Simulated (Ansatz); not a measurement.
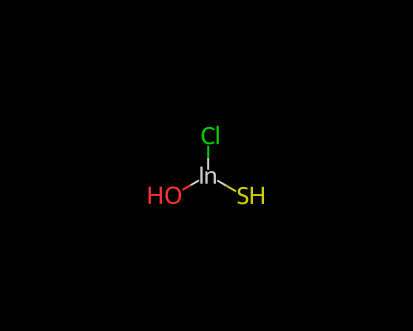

(Drawn from a calculation with Ansatz.)

2D structure.

Question: Transcribe the drawing into SMILES.

Answer: [OH][In]([SH])[Cl]

Question: What is the molecular formula?

Answer: ClH2InOS.

Question: An optimisation with PBE0-D4/def2-TZVP gave a structure of which point group?

Answer: Cs.
